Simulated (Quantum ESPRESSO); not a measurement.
# Magnetic state of CaRhO3 from several starts, part 2 of 2

Aim: find out which collinear order of CaRhO3 costs least.

Quantum ESPRESSO 7.5; LDA with U = 2 eV on Rh d (ortho-atomic projectors); plane waves with GBRV 1.5 LDA potentials, no spin-orbit coupling.

So far, absolute magnetization (μB): step 2 (run 1 (ferro ++)) 2.02.

**3. Start 2: antiferro +−**

Input file pw.in:

```
&CONTROL
  calculation = 'scf'
  prefix = 'pwscf'
  outdir = './tmp'
  pseudo_dir = './pseudo'
  disk_io = 'nowf'
/
&SYSTEM
  ibrav = 0
  nat = 10
  ntyp = 4
  ecutwfc = 40
  ecutrho = 280
  nbnd = 57
  occupations = 'smearing'
  smearing = 'fd'
  degauss = 0.00367493
  nspin = 2
  starting_magnetization(1) = 0
  starting_magnetization(2) = 0.0667
  starting_magnetization(3) = -0.0667
  starting_magnetization(4) = 0
/
&ELECTRONS
  conv_thr = 2d-08
  electron_maxstep = 150
  mixing_beta = 0.3
/
ATOMIC_SPECIES
Ca     40.0780 ca_lda_v1.uspp.F.UPF
Rh1   102.9055 rh_lda_v1.4.uspp.F.UPF
Rh2   102.9055 rh_lda_v1.4.uspp.F.UPF
O      15.9990 o_lda_v1.2.uspp.F.UPF
CELL_PARAMETERS angstrom
   1.5565709103   -4.9009609359    0.0000000000
   1.5565709103    4.9009609359    0.0000000000
   0.0000000000    0.0000000000    7.2975860801
ATOMIC_POSITIONS crystal
Ca      0.7498370300    0.2501629700    0.2500000000
Ca      0.2501629700    0.7498370300    0.7500000000
Rh1     0.0000000000    0.0000000000    0.5000000000
Rh2     0.0000000000    0.0000000000    0.0000000000
O       0.0755089500    0.9244910500    0.2500000000
O       0.9244910500    0.0755089500    0.7500000000
O       0.3734113300    0.6265886700    0.4478044100
O       0.6265886700    0.3734113300    0.5521955900
O       0.3734113300    0.6265886700    0.0521955900
O       0.6265886700    0.3734113300    0.9478044100
K_POINTS automatic
6 6 6 0 0 0
HUBBARD {ortho-atomic}
U Rh1-4d 2.0000
U Rh2-4d 2.0000
```

Command:

```sh
$ OMP_NUM_THREADS=1 mpirun -n 4 pw.x -nk 4 -in pw.in > pw.out
```

Output:

```text
[banner, memory and clock lines left out]
Program PWSCF v.7.5 starts

     Message from routine setup:
     using ibrav=0 with symmetry is DISCOURAGED, use correct ibrav instead

     bravais-lattice index     =            0
     lattice parameter (alat)  =       9.7174  a.u.
     unit-cell volume          =     751.3737 (a.u.)^3
     number of atoms/cell      =           10
     number of atomic types    =            4
     number of electrons       =        86.00
     number of Kohn-Sham states=           57
     kinetic-energy cutoff     =      40.0000  Ry
     charge density cutoff     =     280.0000  Ry
     scf convergence threshold =      2.0E-08
     mixing beta               =       0.3000
     number of iterations used =            8  plain     mixing
     Exchange-correlation= SLA  PZ   NOGX NOGC
                           (   1   1   0   0   0   0   0)
     Hubbard projectors: ortho-atomic
     Hubbard parameters of DFT+U (Dudarev formulation) in eV:
     U(Rh1-4d) =  2.0000
     U(Rh2-4d) =  2.0000

     Internal variables: lda_plus_u =T, lda_plus_u_kind = 0

     Internal variables: orbital_resolved =F, hub_pot_fix =F, apply_U = F

     celldm(1)=   9.717370  celldm(2)=   0.000000  celldm(3)=   0.000000
     celldm(4)=   0.000000  celldm(5)=   0.000000  celldm(6)=   0.000000

     crystal axes: (cart. coord. in units of alat)
               a(1) = (   0.302705  -0.953084   0.000000 )
               a(2) = (   0.302705   0.953084   0.000000 )
               a(3) = (   0.000000   0.000000   1.419153 )

     reciprocal axes: (cart. coord. in units 2 pi/alat)
               b(1) = (  1.651775 -0.524612  0.000000 )
               b(2) = (  1.651775  0.524612 -0.000000 )
               b(3) = ( -0.000000  0.000000  0.704645 )

     PseudoPot. # 1 for Ca read from file:
     ca_lda_v1.uspp.F.UPF
     Pseudo is Ultrasoft + core correction, Zval = 10.0

     PseudoPot. # 2 for Rh read from file:
     rh_lda_v1.4.uspp.F.UPF
     Pseudo is Ultrasoft + core correction, Zval = 15.0

     PseudoPot. # 3 for Rh read from file:
     rh_lda_v1.4.uspp.F.UPF
     Pseudo is Ultrasoft + core correction, Zval = 15.0

     PseudoPot. # 4 for O  read from file:
     o_lda_v1.2.uspp.F.UPF
     Pseudo is Ultrasoft + core correction, Zval =  6.0

     atomic species   valence    mass     pseudopotential
     Ca               10.00    40.07800     Ca( 1.00)
     Rh1              15.00   102.90550     Rh( 1.00)
     Rh2              15.00   102.90550     Rh( 1.00)
     O                 6.00    15.99900     O ( 1.00)

     Starting magnetic structure
     atomic species   magnetization
     Ca              0.000
     Rh1             0.067
     Rh2            -0.067
     O               0.000

      4 Sym. Ops., with inversion, found

   Cartesian axes

     site n.     atom                  positions (alat units)
         1        Ca     tau(   1) = (   0.3027046  -0.4762316   0.3547884  )
         2        Ca     tau(   2) = (   0.3027046   0.4762316   1.0643651  )
         3        Rh1    tau(   3) = (   0.0000000   0.0000000   0.7095767  )
         4        Rh2    tau(   4) = (   0.0000000   0.0000000   0.0000000  )
         5        O      tau(   5) = (   0.3027046   0.8091516   0.3547884  )
         6        O      tau(   6) = (   0.3027046  -0.8091516   1.0643651  )
         7        O      tau(   7) = (   0.3027046   0.2412994   0.6355032  )
         8        O      tau(   8) = (   0.3027046  -0.2412994   0.7836503  )
         9        O      tau(   9) = (   0.3027046   0.2412994   0.0740736  )
        10        O      tau(  10) = (   0.3027046  -0.2412994   1.3450799  )

     number of k points=    68  Fermi-Dirac smearing, width (Ry)=  0.0037
                       cart. coord. in units 2pi/alat
        k(    1) = (   0.0000000   0.0000000   0.0000000), wk =   0.0046296
        k(    2) = (   0.0000000   0.0000000   0.1174409), wk =   0.0092593
        k(    3) = (   0.0000000   0.0000000   0.2348818), wk =   0.0092593
        k(    4) = (   0.0000000   0.0000000  -0.3523227), wk =   0.0046296
        k(    5) = (   0.2752959   0.0874354   0.0000000), wk =   0.0185185
        [... 63 further k-points ...]

     Dense  grid:    59387 G-vectors     FFT dimensions: (  54,  54,  75)

     Smooth grid:    25645 G-vectors     FFT dimensions: (  40,  40,  60)

     Check: negative core charge=   -0.000002
     Generating pointlists ...
     new r_m :   0.1854 (alat units)  1.8018 (a.u.) for type    1
     new r_m :   0.1579 (alat units)  1.5347 (a.u.) for type    2
     new r_m :   0.1579 (alat units)  1.5347 (a.u.) for type    3
     new r_m :   0.1579 (alat units)  1.5347 (a.u.) for type    4

     Initial potential from superposition of free atoms

     starting charge      84.9904, renormalised to      86.0000

     negative rho (up, down):  5.176E-02 5.196E-02

     STARTING HUBBARD OCCUPATIONS:

     =================== HUBBARD OCCUPATIONS ===================
     ------------------------ ATOM    3 ------------------------
     Tr[ns(  3)] (up, down, total) =   5.00000  2.50000  7.50000
     Atomic magnetic moment for atom   3 =   2.50000
     [... lines left out ...]
     ------------------------ ATOM    4 ------------------------
     Tr[ns(  4)] (up, down, total) =   2.50000  5.00000  7.50000
     Atomic magnetic moment for atom   4 =  -2.50000
     [... lines left out ...]
     Number of occupied Hubbard levels =   15.0000

     Atomic wfc used for Hubbard projectors are orthogonalized

     Starting wfcs are   68 randomized atomic wfcs

     Self-consistent Calculation

     iteration #  1     ecut=    40.00 Ry     beta= 0.30
     Davidson diagonalization with overlap
     ethr =  1.00E-02,  avg # of iterations =  2.0

     =================== HUBBARD OCCUPATIONS ===================
     ------------------------ ATOM    3 ------------------------
     Tr[ns(  3)] (up, down, total) =   3.53699  2.56255  6.09954
     Atomic magnetic moment for atom   3 =   0.97445
     [... lines left out ...]
     ------------------------ ATOM    4 ------------------------
     Tr[ns(  4)] (up, down, total) =   2.56257  3.53698  6.09955
     Atomic magnetic moment for atom   4 =  -0.97441
     [... lines left out ...]
     Number of occupied Hubbard levels =   12.1991

     negative rho (up, down):  5.432E-02 5.415E-02

     total energy              =    -685.48116948 Ry
     estimated scf accuracy    <       4.10615773 Ry

     total magnetization       =     0.00 Bohr mag/cell
     absolute magnetization    =     2.14 Bohr mag/cell

     iteration #  2     ecut=    40.00 Ry     beta= 0.30
     Davidson diagonalization with overlap
     ethr =  4.77E-03,  avg # of iterations =  2.0

     negative rho (up, down):  5.458E-02 5.434E-02

     total energy              =    -686.31890151 Ry
     estimated scf accuracy    <       0.90368090 Ry

     total magnetization       =    -0.00 Bohr mag/cell
     absolute magnetization    =     1.27 Bohr mag/cell

     [... further iterations left out ...]

     iteration # 17     ecut=    40.00 Ry     beta= 0.30
     Davidson diagonalization with overlap
     ethr =  2.67E-11,  avg # of iterations =  2.0

     negative rho (up, down):  5.709E-02 5.662E-02

     total energy              =    -686.46527803 Ry
     estimated scf accuracy    <       0.00000008 Ry

     total magnetization       =     0.00 Bohr mag/cell
     absolute magnetization    =     1.38 Bohr mag/cell

     iteration # 18     ecut=    40.00 Ry     beta= 0.30
     Davidson diagonalization with overlap
     ethr =  2.67E-11,  avg # of iterations =  1.3

     negative rho (up, down):  5.709E-02 5.662E-02

     Magnetic moment per site  (integrated on atomic sphere of radius R)
     atom   1 (R=0.185)  charge=  7.5595  magn= -0.0000
     atom   2 (R=0.185)  charge=  7.5595  magn= -0.0000
     atom   3 (R=0.158)  charge= 10.4843  magn=  0.3690
     atom   4 (R=0.158)  charge= 10.4863  magn= -0.3690
     atom   5 (R=0.158)  charge=  5.3860  magn= -0.0000
     atom   6 (R=0.158)  charge=  5.3860  magn= -0.0000
     atom   7 (R=0.158)  charge=  5.3473  magn=  0.0847
     atom   8 (R=0.158)  charge=  5.3473  magn=  0.0847
     atom   9 (R=0.158)  charge=  5.3474  magn= -0.0847
     atom  10 (R=0.158)  charge=  5.3474  magn= -0.0847

     End of self-consistent calculation

     =================== HUBBARD OCCUPATIONS ===================
     ------------------------ ATOM    3 ------------------------
     Tr[ns(  3)] (up, down, total) =   3.88597  3.44445  7.33042
     Atomic magnetic moment for atom   3 =   0.44152
     [... lines left out ...]
     ------------------------ ATOM    4 ------------------------
     Tr[ns(  4)] (up, down, total) =   3.44442  3.88597  7.33039
     Atomic magnetic moment for atom   4 =  -0.44154
     [... lines left out ...]
     Number of occupied Hubbard levels =   14.6608

     Number of k-points >= 100: set verbosity='high' to print the bands.

     the Fermi energy is    10.8275 ev

!    total energy              =    -686.46527803 Ry
     estimated scf accuracy    <          3.6E-09 Ry
     smearing contrib. (-TS)   =      -0.00254272 Ry
     internal energy E=F+TS    =    -686.46273531 Ry

     The total energy is F=E-TS. E is the sum of the following terms:
     one-electron contribution =    -183.41810059 Ry
     hartree contribution      =     145.35782120 Ry
     xc contribution           =    -126.15958419 Ry
     ewald contribution        =    -522.45346145 Ry
     Hubbard energy            =       0.21058973 Ry

     total magnetization       =    -0.00 Bohr mag/cell
     absolute magnetization    =     1.38 Bohr mag/cell

     convergence has been achieved in  18 iterations
```

It took 2.2 min on 4 MPI ranks of Intel Xeon 6975P-C (Granite Rapids), shared host; peak memory 1.1 GiB; 8.8 min of CPU time.

Spin moment in the atom's sphere by atom:

```csv
atom,spin moment in the atom's sphere (μB)
Ca1,0.000
Ca2,0.000
Rh3,0.369
Rh4,-0.369
O5,0.000
O6,0.000
O7,0.085
O8,0.085
O9,-0.085
O10,-0.085
```

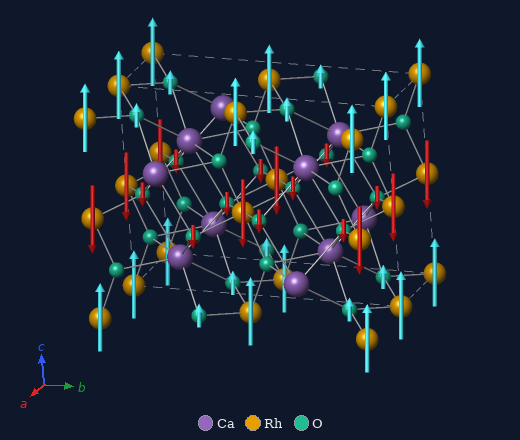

Spin moment in the atom's sphere as arrows, the longest 0.369 μB. Up and down stand for the sign. Arrows give size and sign along the axis of quantisation, drawn up and down the page. Each arrow also spans its atom, so small moments look longer than they are. The two directions have two colours. 2×1×1 conventional cells are drawn. Some periodic images of atoms are drawn too.

Read from the output:

| Property | Result |
| --- | --- |
| smearing term TS | 0.03460 eV |
| magnetization | 0 μB |
| absolute magnetization | 1.382 μB |
| final state | antiferromagnetic |

**4. The states side by side**

An order is kept where moments of 0.15 μB or more survive with the typed signs; meshes match where a doubled cell samples the same k points as the first cell.

Orders:

| start | final state | typed order kept | energy over the lowest (meV a seeded atom) | largest site moment (μB) | net moment (μB a cell of the first run) | mesh matched | CPU time (s) |
| --- | --- | --- | --- | --- | --- | --- | --- |
| ferro ++ | ferromagnetic | yes | 0 | 0.4297 | 1.987 | yes | 316.2 |
| antiferro +- | antiferromagnetic | yes | 27.48 | 0.369 | 0 | yes | 526.7 |

**5. Occupations of the corrected shells in the lowest state**

Occupations of the Hubbard shells:

| block | type | shell | spin | electrons | occupation numbers |
| --- | --- | --- | --- | --- | --- |
| 3 | Rh | 4d | up | 3.92 | 0.472 0.495 0.974 0.983 0.996 |
| 3 | Rh | 4d | down | 3.412 | 0.460 0.490 0.623 0.868 0.971 |
| 4 | Rh | 4d | up | 3.92 | 0.472 0.495 0.974 0.983 0.996 |
| 4 | Rh | 4d | down | 3.412 | 0.460 0.490 0.623 0.868 0.971 |

**6. Results**

| Quantity | Value |
| --- | --- |
| lowest state found | ferromagnetic (from ferro ++) |
| largest site moment | 0.430 μB |
| next state with moments | antiferromagnetic, 27.5 meV a seeded atom higher |

In words: Only these 2 starts were compared; other wavevectors, canted and longer-period orders were not.

[Logs and program files are shortened in this print: banners, set-up blocks, solver, clock and traceback lines can be left out without a mark of their own.]

[Logs are printed without paths, hosts, clocks, repeated set-up lines and the standing remarks that a program may print on its own settings, such as how far it seeks lower states.]

[Hosts, paths, dates, database ids (printed as entryN), source tags and the programs' standing remarks are cut or masked in the printed files.]

[Where a cell is said to come from a database of computed structures, the database is the Materials Project.]
